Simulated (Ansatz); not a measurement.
# AlSiH (triplet): correlated methods under varied settings at angle Al2–Si1–H3 = 107.6°

What do other methods and options give for AlSiH (triplet) at this geometry, and how long do they take?

Program: Ansatz 0.2.0, Gaussian basis. Level of theory: the settings change from run to run. These are calculated values, not measurements.

11 further runs of the same task are left out: 1 for a mislabelled method, 10 that didn't finish.

### 1 The system

The geometry derives from a PBE0/def2-TZVP stationary point (not a proven minimum). One angle is set to the value named; bond lengths are kept.

3 atoms, charge 0, spin multiplicity 3.

Atoms are counted from 1 here; the program's logs count them from 0.

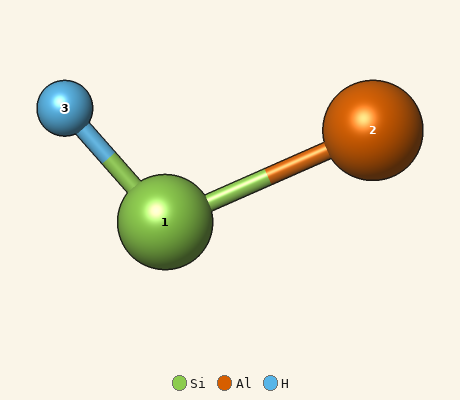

The geometry (silicon green, aluminium orange, hydrogen blue); atoms are numbered from 1 in the order of the file.

### 2 MP2 on UHF/6-31G

in.yaml

```yaml
crystal:
  periodic: [false, false, false]
  atoms:
    - {symbol: Si, position_ang: [0.000000, 0.449787, 1.049512]}
    - {symbol: Al, position_ang: [0.000000, -0.544262, -1.124411]}
    - {symbol: H, position_ang: [0.000000, 2.036379, 0.855469]}
basis:
  gaussian: {orbitals: 6-31G}
magnetization: {spin_polarized: true, initial_magnetization: 2}
correlation: {method: mp2, electrons: outside_noble_gas}
output: {forces: true}
```

Command:

```sh
$ ansatz run in.yaml --threads 1 --pin off --events-out ev --progress --plain --max-ram 2393MiB
```

Log:

```text
Functional definition: HF
  name "HF"
  cite "Fock, Z. Phys. 61, 126 (1930) doi:10.1007/BF01340294"
  parent pbe
  exchange = exact_x
  correlation = 0
310 factors; integrals over basis functions are off by at most 2.2e-4 eV
mean field evaluation 1: about -14456.4361 eV, gradient 6.1e0 eV
mean field evaluation 2: about -14456.4385 eV, gradient 6.1e0 eV
mean field evaluation 4: about -14457.1399 eV, gradient 1.3e0 eV
mean field evaluation 8: about -14457.2940 eV, gradient 1.7e-1 eV
mean field evaluation 16: about -14456.3719 eV, gradient 3.6e0 eV
mean field evaluation 32: about -14457.2980 eV, gradient 1.7e-6 eV
mean field -14457.29801941 eV, -531.2959027047 hartree, gradient 1.7e-6 eV, S^2 2.176453; 4 other end points of the search recorded, 0 dependent functions left out
10 core orbitals not correlated: weight in the atoms' cores, before any rotation towards them, 1.000 or more for the frozen orbitals, at most 0.000 for the correlated occupied ones
reference -14457.29801941 eV, -531.2959027047 hartree; 5, 3 occupied and 13, 15 virtual orbitals, 310 factors
second order -1.51838451 eV of doubles, -0.00000000 eV of singles
the calculation of the forces begins
Total energy: -14458.81640392 eV, -531.3517023063 hartree
Atom 0 at     0.000000     0.449787     1.049512 Å, force     0.000000     1.185742     1.096495 eV/Å
Atom 1 at     0.000000    -0.544262    -1.124411 Å, force     0.000000    -0.548045    -1.183752 eV/Å
Atom 2 at     0.000000     2.036379     0.855469 Å, force    -0.000000    -0.637696     0.087257 eV/Å
Dipole moment:    -0.000000    -0.150419    -0.287057 e Å
```

Run time: 0.45 s. Hardware: 1 thread of Arm Neoverse V1, shared host.

From the report: ⟨S²⟩ of the determinant 2.176 (pure triplet: 2.00).

### 3 MP2 on UHF/6-31G

Changes to in.yaml since step 2:

```diff
@@ -9,3 +9,2 @@
 magnetization: {spin_polarized: true, initial_magnetization: 2}
-correlation: {method: mp2, electrons: outside_noble_gas}
-output: {forces: true}
+correlation: {method: mp2, electrons: all}
```

Same command.

Log:

```text
Functional definition: HF
  name "HF"
  cite "Fock, Z. Phys. 61, 126 (1930) doi:10.1007/BF01340294"
  parent pbe
  exchange = exact_x
  correlation = 0
310 factors; integrals over basis functions are off by at most 2.2e-4 eV
mean field evaluation 1: about -14456.4361 eV, gradient 6.1e0 eV
mean field evaluation 2: about -14456.4385 eV, gradient 6.1e0 eV
mean field evaluation 4: about -14457.1399 eV, gradient 1.3e0 eV
mean field evaluation 8: about -14457.2940 eV, gradient 1.7e-1 eV
mean field evaluation 16: about -14456.3719 eV, gradient 3.6e0 eV
mean field evaluation 32: about -14457.2980 eV, gradient 1.7e-6 eV
mean field -14457.29801941 eV, -531.2959027047 hartree, gradient 1.7e-6 eV, S^2 2.176453; 4 other end points of the search recorded, 0 dependent functions left out
reference -14457.29801941 eV, -531.2959027047 hartree; 15, 13 occupied and 13, 15 virtual orbitals, 310 factors
second order -1.71057101 eV of doubles, -0.00000000 eV of singles
Total energy: -14459.00859042 eV, -531.3587650299 hartree
```

Wall time 0.27 s (1 thread of Arm Neoverse V1, shared host).

From the report: ⟨S²⟩ of the determinant 2.176 (pure triplet: 2.00).

### 4 HF/6-31++G**

in.yaml

```yaml
crystal:
  periodic: [false, false, false]
  atoms:
    - {symbol: Si, position_ang: [0.000000, 0.449787, 1.049512]}
    - {symbol: Al, position_ang: [0.000000, -0.544262, -1.124411]}
    - {symbol: H, position_ang: [0.000000, 2.036379, 0.855469]}
basis:
  gaussian: {orbitals: "6-31++G**", fitting: {mean_field: def2-universal-jkfit}}
magnetization: {spin_polarized: false, initial_magnetization: 2}
hamiltonian: {xc: hf}
output: {forces: true, orbitals: {seedname: orbitals}}
```

The command is unchanged.

Log (excerpt; [...] marks lines left out):

```text
Functional definition: HF
  name "HF"
  cite "Fock, Z. Phys. 61, 126 (1930) doi:10.1007/BF01340294"
  parent pbe
[...]
274 factors; integrals over basis functions are off by at most 3.8e-1 eV
[...]
mean field -14457.84369139 eV, -531.3159557802 hartree, gradient 2.6e-5 eV, S^2 2.000000; 1 other end points of the search recorded, 0 dependent functions left out
[...]
reference -14457.84369139 eV, -531.3159557802 hartree; 15, 13 occupied and 37, 39 virtual orbitals, 274 factors
Total energy: -14457.84369139 eV, -531.3159557802 hartree
Atom 0 at     0.000000     0.449787     1.049512 Å, force     0.000000     1.829751     0.747842 eV/Å
Atom 1 at     0.000000    -0.544262    -1.124411 Å, force     0.000000    -0.487704    -0.971529 eV/Å
Atom 2 at     0.000000     2.036379     0.855469 Å, force    -0.000000    -1.342047     0.223686 eV/Å
Dipole moment:    -0.000000    -0.171680    -0.159924 e Å
```

It took 0.48 s on 1 thread of Arm Neoverse V1, shared host.

### 5 MP2 on UHF/6-31G

in.yaml

```yaml
crystal:
  periodic: [false, false, false]
  atoms:
    - {symbol: Si, position_ang: [0.000000, 0.449787, 1.049512]}
    - {symbol: Al, position_ang: [0.000000, -0.544262, -1.124411]}
    - {symbol: H, position_ang: [0.000000, 2.036379, 0.855469]}
basis:
  gaussian: {orbitals: 6-31G}
magnetization: {spin_polarized: true, initial_magnetization: 2}
correlation: {method: mp2, electrons: valence}
```

Launched as before.

Log:

```text
Functional definition: HF
  name "HF"
  cite "Fock, Z. Phys. 61, 126 (1930) doi:10.1007/BF01340294"
  parent pbe
  exchange = exact_x
  correlation = 0
310 factors; integrals over basis functions are off by at most 2.2e-4 eV
mean field evaluation 1: about -14456.4361 eV, gradient 6.1e0 eV
mean field evaluation 2: about -14456.4385 eV, gradient 6.1e0 eV
mean field evaluation 4: about -14457.1399 eV, gradient 1.3e0 eV
mean field evaluation 8: about -14457.2940 eV, gradient 1.7e-1 eV
mean field evaluation 16: about -14456.3719 eV, gradient 3.6e0 eV
mean field evaluation 32: about -14457.2980 eV, gradient 1.7e-6 eV
mean field -14457.29801941 eV, -531.2959027047 hartree, gradient 1.7e-6 eV, S^2 2.176453; 4 other end points of the search recorded, 0 dependent functions left out
10 core orbitals not correlated: weight in the atoms' cores, before any rotation towards them, 1.000 or more for the frozen orbitals, at most 0.000 for the correlated occupied ones
reference -14457.29801941 eV, -531.2959027047 hartree; 5, 3 occupied and 13, 15 virtual orbitals, 310 factors
second order -1.51838451 eV of doubles, -0.00000000 eV of singles
Total energy: -14458.81640392 eV, -531.3517023063 hartree
```

It took 0.27 s on 1 thread of Arm Neoverse V1, shared host.

From the report: ⟨S²⟩ of the determinant 2.176 (pure triplet: 2.00).

### 6 BCCD on ROHF/6-31G

Changes to in.yaml since step 5:

```diff
@@ -8,3 +8,5 @@
   gaussian: {orbitals: 6-31G}
-magnetization: {spin_polarized: true, initial_magnetization: 2}
-correlation: {method: mp2, electrons: valence}
+magnetization: {spin_polarized: false, initial_magnetization: 2}
+hamiltonian: {pseudopotentials: {relativity: scalar}}
+correlation: {method: bccd, electrons: all}
+scf: {lower_state_search: full}
```

Same command.

Log (excerpt; [...] marks lines left out):

```text
Functional definition: HF
  name "HF"
  cite "Fock, Z. Phys. 61, 126 (1930) doi:10.1007/BF01340294"
  parent pbe
[...]
313 factors; integrals over basis functions are off by at most 2.1e-4 eV
[...]
mean field -14482.72961012 eV, -532.2304964251 hartree, gradient 2.8e-6 eV, S^2 2.000000; 12 other end points of the search recorded, 0 dependent functions left out
determinant -14482.72961012 eV, -532.2304964251 hartree, with singles and doubles -14485.43338278 eV, -532.3298582377 hartree
determinant -14480.93771069 eV, -532.1646453359 hartree, with singles and doubles -14483.30654258 eV, -532.2516983020 hartree
determinant -14480.68488691 eV, -532.1553542333 hartree, with singles and doubles -14483.64982613 eV, -532.2643137397 hartree
determinant -14480.33093923 eV, -532.1423468957 hartree, with singles and doubles -14483.11373417 eV, -532.2446127238 hartree
determinant -14480.16691443 eV, -532.1363190957 hartree, with singles and doubles -14483.36474481 eV, -532.2538371944 hartree
determinant -14479.50539577 eV, -532.1120087331 hartree, with singles and doubles -14482.75134101 eV, -532.2312950208 hartree
reference -14482.72961012 eV, -532.2304964251 hartree; 15, 13 occupied and 13, 15 virtual orbitals, 313 factors
second order -1.83470835 eV of doubles, -0.05364243 eV of singles
cycle   1  -2.71885773 eV  change   -1.5e-2 eV  update   2.5e-2
[...]
cycle  11  -2.69389104 eV  change   -5.3e-6 eV  update   2.4e-5
Total energy: -14485.42350116 eV, -532.3294950948 hartree
Relativity: scalar
```

It took 2.6 s on 1 thread of Arm Neoverse V1, shared host.

From the report: correlation -2.6939 eV; largest double amplitude 0.10.

### 7 MRCISD+Q(relaxed)(6,6)/6-31G

Changes to in.yaml since step 6:

```diff
@@ -9,4 +9,2 @@
 magnetization: {spin_polarized: false, initial_magnetization: 2}
-hamiltonian: {pseudopotentials: {relativity: scalar}}
-correlation: {method: bccd, electrons: all}
-scf: {lower_state_search: full}
+correlation: {method: fic_mrcisd_q_relaxed, electrons: outside_noble_gas, active_space: {window: {electrons: 6, orbitals: 6}}}
```

Same command.

Log (excerpt; [...] marks lines left out):

```text
Functional definition: HF
  name "HF"
  cite "Fock, Z. Phys. 61, 126 (1930) doi:10.1007/BF01340294"
  parent pbe
[...]
310 factors; integrals over basis functions are off by at most 2.2e-4 eV
[...]
mean field -14457.10092741 eV, -531.2886597073 hartree, gradient 2.7e-6 eV, S^2 2.000000; 1 other end points of the search recorded, 0 dependent functions left out
reference -14457.10092741 eV, -531.2886597073 hartree; 15, 13 occupied and 13, 15 virtual orbitals, 310 factors
state -14458.03167328 eV, -531.3228639874 hartree
contracted CI cycle   1: correlation 0.00000000 eV, 0.0000000000 hartree, residual 6.39e0 eV
contracted CI cycle   2: correlation -1.41011244 eV, -0.0518206765 hartree, residual 1.77e0 eV
contracted CI cycle   3: correlation -1.53041430 eV, -0.0562416881 hartree, residual 8.75e-1 eV
[...]
contracted CI cycle   5: correlation -1.62652917 eV, -0.0597738446 hartree, residual 1.39e-1 eV
contracted CI cycle   6: correlation -1.62721059 eV, -0.0597988863 hartree, residual 6.94e-2 eV
contracted CI cycle   7: correlation -1.62741628 eV, -0.0598064452 hartree, residual 3.24e-2 eV
contracted CI cycle   8: correlation -1.62746494 eV, -0.0598082335 hartree, residual 1.60e-2 eV
contracted CI cycle   9: correlation -1.62747574 eV, -0.0598086304 hartree, residual 6.84e-3 eV
contracted CI cycle  10: correlation -1.62747782 eV, -0.0598087067 hartree, residual 3.20e-3 eV
contracted CI cycle  11: correlation -1.62747827 eV, -0.0598087233 hartree, residual 1.54e-3 eV
contracted CI cycle  12: correlation -1.62747838 eV, -0.0598087272 hartree, residual 7.30e-4 eV
state -14457.99744455 eV, -531.3216061046 hartree; corrected -14459.73016616 eV, -531.3852824494 hartree
state -14458.03167328 eV, -531.3228639874 hartree; corrected -14459.73761357 eV, -531.3855561367 hartree
Total energy: -14459.73761357 eV, -531.3855561367 hartree
```

Run time: 2.5 s. Hardware: 1 thread of Arm Neoverse V1, shared host.

From the report: 200 determinants; active occupations 1.96, 1.92, 1.00, 1.00, 0.09, 0.03.

### 8 BCCD on ROHF/6-31G*

in.yaml

```yaml
crystal:
  periodic: [false, false, false]
  atoms:
    - {symbol: Si, position_ang: [0.000000, 0.449787, 1.049512]}
    - {symbol: Al, position_ang: [0.000000, -0.544262, -1.124411]}
    - {symbol: H, position_ang: [0.000000, 2.036379, 0.855469]}
basis:
  gaussian: {orbitals: "6-31G*"}
magnetization: {spin_polarized: false, initial_magnetization: 2}
hamiltonian: {pseudopotentials: {relativity: scalar}}
correlation: {method: bccd, electrons: outside_noble_gas, diis_vectors: 4}
```

Same command.

Log (excerpt; [...] marks lines left out):

```text
Functional definition: HF
  name "HF"
  cite "Fock, Z. Phys. 61, 126 (1930) doi:10.1007/BF01340294"
  parent pbe
[...]
362 factors; integrals over basis functions are off by at most 1.0e-3 eV
[...]
mean field -14483.38854157 eV, -532.2547117094 hartree, gradient 3.3e-6 eV, S^2 2.000000; 5 other end points of the search recorded, 0 dependent functions left out
[...]
determinant -14483.38854157 eV, -532.2547117094 hartree, with singles and doubles -14487.22159253 eV, -532.3955737338 hartree
determinant -14481.68594114 eV, -532.1921422975 hartree, with singles and doubles -14485.23215490 eV, -532.3224632494 hartree
determinant -14481.28730443 eV, -532.1774926688 hartree, with singles and doubles -14485.18432297 eV, -532.3207054585 hartree
determinant -14480.82944947 eV, -532.1606668092 hartree, with singles and doubles -14485.04470476 eV, -532.3155745841 hartree
10 core orbitals not correlated: weight in the atoms' cores, before any rotation towards them, 1.000 or more for the frozen orbitals, at most 0.000 for the correlated occupied ones
reference -14483.38854157 eV, -532.2547117094 hartree; 5, 3 occupied and 25, 27 virtual orbitals, 362 factors
second order -2.81489183 eV of doubles, -0.07429293 eV of singles
cycle   1  -3.84634298 eV  change   -1.3e-2 eV  update   2.1e-2
[...]
cycle  13  -3.82611682 eV  change   -1.7e-6 eV  update   7.3e-6
Total energy: -14487.21465840 eV, -532.3953189093 hartree
Relativity: scalar
```

It took 1.5 s on 1 thread of Arm Neoverse V1, shared host.

From the report: correlation -3.8261 eV; largest double amplitude 0.08.

### 9 CCSD(T) on UHF/6-31G

in.yaml

```yaml
crystal:
  periodic: [false, false, false]
  atoms:
    - {symbol: Si, position_ang: [0.000000, 0.449787, 1.049512]}
    - {symbol: Al, position_ang: [0.000000, -0.544262, -1.124411]}
    - {symbol: H, position_ang: [0.000000, 2.036379, 0.855469]}
basis:
  gaussian: {orbitals: 6-31G}
magnetization: {spin_polarized: true, initial_magnetization: 2}
correlation: {method: ccsd_t, electrons: all}
accuracy: high
```

The command is unchanged.

Log (excerpt; [...] marks lines left out):

```text
Functional definition: HF
  name "HF"
  cite "Fock, Z. Phys. 61, 126 (1930) doi:10.1007/BF01340294"
  parent pbe
[...]
586 factors; integrals over basis functions are off by at most 3.4e-9 eV
[...]
mean field -14457.29808382 eV, -531.2959050718 hartree, gradient 2.1e-8 eV, S^2 2.176462; 10 other end points of the search recorded, 0 dependent functions left out
determinant -14457.29808382 eV, -531.2959050718 hartree, with singles and doubles -14459.80717283 eV, -531.3881123924 hartree
determinant -14455.43033148 eV, -531.2272664391 hartree, with singles and doubles -14458.01228932 eV, -531.3221516396 hartree
determinant -14455.37942675 eV, -531.2253957248 hartree, with singles and doubles -14457.68511914 eV, -531.3101283576 hartree
determinant -14455.34818035 eV, -531.2242474408 hartree, with singles and doubles -14457.75263455 eV, -531.3126095030 hartree
determinant -14455.24601781 eV, -531.2204930369 hartree, with singles and doubles -14457.64953469 eV, -531.3088206531 hartree
determinant -14454.91750701 eV, -531.2084204877 hartree, with singles and doubles -14457.40682126 eV, -531.2999010990 hartree
determinant -14454.90263894 eV, -531.2078740960 hartree, with singles and doubles -14457.04311033 eV, -531.2865349690 hartree
reference -14457.29808382 eV, -531.2959050718 hartree; 15, 13 occupied and 13, 15 virtual orbitals, 586 factors
second order -1.71058699 eV of doubles, -0.00000000 eV of singles
cycle   1  -2.50840519 eV  change    6.8e-4 eV  update   3.1e-3
[...]
cycle  24  -2.51120718 eV  change   -1.2e-9 eV  update   1.2e-9
perturbative correction -0.06897782 eV, -0.0025348882 hartree
Total energy: -14459.87826883 eV, -531.3907251219 hartree
```

Wall time 4.2 s (1 thread of Arm Neoverse V1, shared host).

From the report: ⟨S²⟩ of the determinant 2.176 (pure triplet: 2.00); correlation -2.5802 eV; T1 0.030; largest double amplitude 0.08.

### 10 CCSDT(Q) on UHF/STO-3G

Changes to in.yaml since step 9:

```diff
@@ -7,5 +7,5 @@
 basis:
-  gaussian: {orbitals: 6-31G}
+  gaussian: {orbitals: STO-3G, point_charges: [{charge: 0.50, position_ang: [4.483, 0.310, 0.778]}]}
 magnetization: {spin_polarized: true, initial_magnetization: 2}
-correlation: {method: ccsd_t, electrons: all}
+correlation: {method: ccsdt_q, electrons: all, diis_vectors: 1}
 accuracy: high
```

Launched as before.

Log (excerpt; [...] marks lines left out):

```text
Functional definition: HF
  name "HF"
  cite "Fock, Z. Phys. 61, 126 (1930) doi:10.1007/BF01340294"
  parent pbe
[...]
317 factors; integrals over basis functions are off by at most 1.1e-8 eV
[...]
mean field -14287.07048246 eV, -525.0401561063 hartree, gradient 6.1e-8 eV, S^2 2.048876; 2 other end points of the search recorded, 0 dependent functions left out
determinant -14287.07048246 eV, -525.0401561063 hartree, with singles and doubles -14289.15727747 eV, -525.1168444084 hartree
determinant -14284.16138879 eV, -524.9332488858 hartree, with singles and doubles -14285.86813864 eV, -524.9959707857 hartree
reference -14287.07048246 eV, -525.0401561063 hartree; 15, 13 occupied and 4, 6 virtual orbitals, 317 factors
second order -1.37221939 eV of doubles, -0.00000000 eV of singles
cycle   1  -1.74487791 eV  change   -3.7e-1 eV  update   7.7e-2
[...]
cycle  77  -2.14451757 eV  change  -3.1e-10 eV  update   2.4e-9
perturbative correction -0.00311263 eV, -0.0001143872 hartree
Total energy: -14289.21811267 eV, -525.1190800607 hartree
```

Wall time 10 s (1 thread of Arm Neoverse V1, shared host); peak memory 0.33 GiB.

From the report: ⟨S²⟩ of the determinant 2.049 (pure triplet: 2.00); correlation -2.1476 eV; T1 0.018; largest double amplitude 0.10.

### 11 The runs in one table

Where basis and cores are those of an earlier FCI/6-31G run (-14459.7255 eV), and the state is the same kind, the miss against it is given.

| level | correlated | functions | energy (eV) | from FCI (meV) | time |
| --- | --- | --- | --- | --- | --- |
| MP2 on UHF/6-31G | outside noble gas | 28 | -14458.8164 | 909.1 | 0.45 s |
| MP2 on UHF/6-31G | all | 28 | -14459.0086 |  | 0.27 s |
| HF/6-31++G** |  | 52 | -14457.8437 |  | 0.48 s |
| MP2 on UHF/6-31G | valence | 28 | -14458.8164 | 909.1 | 0.27 s |
| BCCD on ROHF/6-31G (relativity set) | all | 28 | -14485.4235 |  | 2.6 s |
| MRCISD+Q(relaxed)(6,6)/6-31G | outside noble gas | 28 | -14459.7376 | -12.1 | 2.5 s |
| BCCD on ROHF/6-31G* (relativity set) | outside noble gas | 40 | -14487.2147 |  | 1.5 s |
| CCSD(T) on UHF/6-31G | all | 28 | -14459.8783 |  | 4.2 s |
| CCSDT(Q) on UHF/STO-3G (beside a point charge) | all | 19 | -14289.2181 |  | 10 s |

### 12 Results

| quantity | value |
| --- | --- |
| runs | 9 |
| quickest | MP2 on UHF/6-31G, 0.27 s |
| slowest | CCSDT(Q) on UHF/STO-3G (beside a point charge), 10 s |

Total energies in different bases, with other cores or another treatment of relativity can't be set against each other. CCSDT(Q) on UHF/STO-3G (beside a point charge) took 37 times as long as MP2 on UHF/6-31G; the jobs differ in more than the method. Among the correlated runs with a miss given, it spans -12 to +909 meV.
